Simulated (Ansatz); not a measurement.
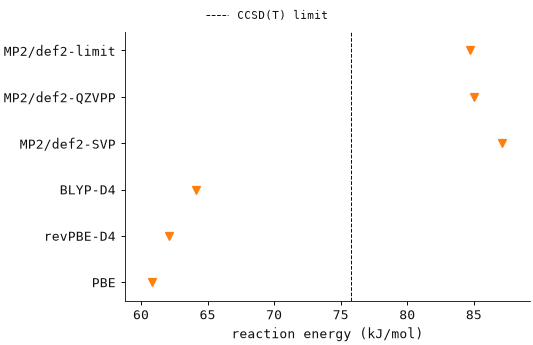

Electronic reaction energy of GaNH₄S₂ ([NH2][Ga]([SH])[SH]) + SiH₃F (F[SiH3]) → GaSiNH₅SF ([NH2][Ga]([SH])[SiH2]F) + H₂S (S) (SMILES in brackets) at several levels (functionals in def2-TZVPP unless a basis is named), isolated molecules at PBE0-D4 triple-zeta geometries, minima by their frequencies, no zero-point or thermal terms, the Ansatz code. The line is frozen-core CCSD(T) at the basis limit (MP2 extrapolated from triple and quadruple zeta, plus CCSD(T) less MP2 in a smaller set). No dispersion term is added to PBE. The distance of MP2/def2-QZVPP and MP2/def2-SVP to the limit includes basis error.

What do zero-point energy and temperature add?

Zero-point change −2.8 kJ/mol; at 298.15 K and 1 bar the CCSD(T) limit plus thermal terms gives an enthalpy of reaction of 75.2 and a free energy of 74.2 kJ/mol (harmonic PBE0-D4 modes, ideal gas).

Which level comes closest to the line (CCSD(T) limit), and which misses most?

Closest MP2/def2-limit (84.7 kJ/mol), against 75.7 kJ/mol; farthest PBE (60.9 kJ/mol).

Note: no scalar relativity up to krypton; outer-core shells are correlated without core-valence functions, which makes the correlated values less sure; one conformer of each flexible molecule.
